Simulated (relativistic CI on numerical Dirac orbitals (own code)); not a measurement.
# Fe⁹⁺: one ion under different settings

How much do the settings matter for Fe⁹⁺? One ion, several inputs.

Method: Dirac-Coulomb-Breit CI, KLI orbitals optimised for each configuration, model QED (radiative potential, 1s self-energy scaled to tabulated hydrogen-like ionisation energies), numerical settings as typed. Code: relativistic CI on numerical Dirac orbitals (own code) version 3.

### 1 Starting point

| Property | Result |
| --- | --- |
| ion | Fe⁹⁺ (Fe X) |
| nuclear charge | 26 |
| electrons | 17 |
| isotope | A = 56 |

### 2 The usual input

Settings, as recorded:

```ini
atom Fe  Z=26  charge=9  electrons=17
nucleus A=56  rms_radius_fm=3.7377
hamiltonian dirac-coulomb  breit=on  qed=on  c_scale=1
orbitals kli  potential=per-configuration
slater_scale 1
correlation none
mixing on
grid step=0.0125 r_max=10.3
scf mixing=0.4 start=green max_iterations=150 tolerance=2e-08 node_fill=0.05
configurations
  [Ne] 3s2 3p5
  [Ne] 3s 3p6
end
```

Command:

```bash
$ python run_levels.py task.json out
```

task.json lists these runs, among others, and the program works through them in turn.

### 3 Grid step 0.03

Changes to the settings of step 2:

```diff
@@ -7,3 +7,3 @@
 mixing on
-grid step=0.0125 r_max=10.3
+grid step=0.03 r_max=10.3
 scf mixing=0.4 start=green max_iterations=150 tolerance=2e-08 node_fill=0.05
```

### 4 Potential mixing 0.05, end of the grid 15.45

Changes to the settings of step 3:

```diff
@@ -7,4 +7,4 @@
 mixing on
-grid step=0.03 r_max=10.3
-scf mixing=0.4 start=green max_iterations=150 tolerance=2e-08 node_fill=0.05
+grid step=0.0125 r_max=15.45
+scf mixing=0.05 start=green max_iterations=150 tolerance=2e-08 node_fill=0.05
 configurations
```

### 5 Speed-of-light factor 1.25

Settings, as recorded:

```ini
atom Fe  Z=26  charge=9  electrons=17
nucleus A=56  rms_radius_fm=3.7377
hamiltonian dirac-coulomb  breit=on  qed=on  c_scale=1.25
orbitals kli  potential=per-configuration
slater_scale 1
correlation none
mixing on
grid step=0.0125 r_max=10.3
scf mixing=0.4 start=green max_iterations=150 tolerance=2e-08 node_fill=0.05
configurations
  [Ne] 3s2 3p5
  [Ne] 3s 3p6
end
```

### 6 Slater scale 1.2

Changes to the settings of step 5:

```diff
@@ -2,5 +2,5 @@
 nucleus A=56  rms_radius_fm=3.7377
-hamiltonian dirac-coulomb  breit=on  qed=on  c_scale=1.25
+hamiltonian dirac-coulomb  breit=on  qed=on  c_scale=1
 orbitals kli  potential=per-configuration
-slater_scale 1
+slater_scale 1.2
 correlation none
```

### 7 Node fill 50

Settings, as recorded:

```ini
atom Fe  Z=26  charge=9  electrons=17
nucleus A=56  rms_radius_fm=3.7377
hamiltonian dirac-coulomb  breit=on  qed=on  c_scale=1
orbitals kli  potential=per-configuration
slater_scale 1
correlation none
mixing on
grid step=0.0125 r_max=10.3
scf mixing=0.4 start=green max_iterations=70 tolerance=2e-08 node_fill=50
configurations
  [Ne] 3s2 3p5
  [Ne] 3s 3p6
end
```

(Steps that only read results are left out.)

Before running it: what results should come out? Wanted: lowest level, usual settings; total energy; first excitation.

The runs gave:

| setting | total energy less usual (Ha) | largest shift of a level among the lowest eight of both runs, same label and place (cm⁻¹) | SCF iterations | time | lowest level | kind of change |
| --- | --- | --- | --- | --- | --- | --- |
| usual | 0 | 0 | 20 | 0.066 s | 3p5 2P°3/2 | - |
| grid step 0.03 | 0.000134 | 0.0380 | 20 | 0.034 s | 3p5 2P°3/2 | numerical |
| potential mixing 0.05, end of the grid 15.45 | 0 | 0 | 22 | 0.072 s | 3p5 2P°3/2 | numerical |
| speed-of-light factor 1.25 | 3.16 | 7980 | 20 | 0.056 s | 3p5 2P°3/2 | unphysical constant |
| Slater scale 1.2 | -2.26e-05 | 14.9 | 20 | 0.054 s | 3p5 2P°3/2 | model term |
| node fill 50 | 0.303 | 4030 | 21 | 0.054 s | 3p5 2P°3/2 | unsound |

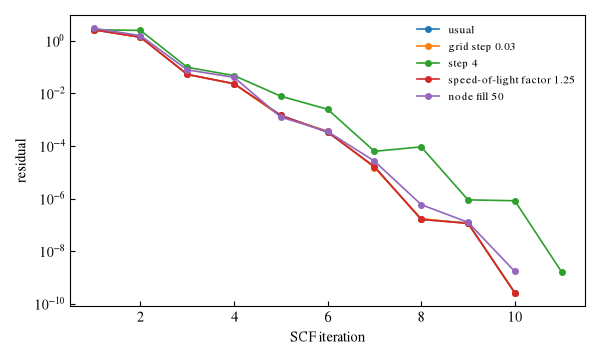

Residual of the first configuration's SCF.

| quantity | value |
| --- | --- |
| lowest level, usual settings | 3p5 2P°3/2 |
| total energy | -1242.0017 Ha |
| first excitation | 15865.4 cm⁻¹ |

Among the runs whose levels can be followed, they move most under «speed-of-light factor 1.25» (unphysical constant), by up to 7980 cm⁻¹. No visible change in the result comes from «potential mixing 0.05, end of the grid 15.45». Only the listed configurations are in the model.
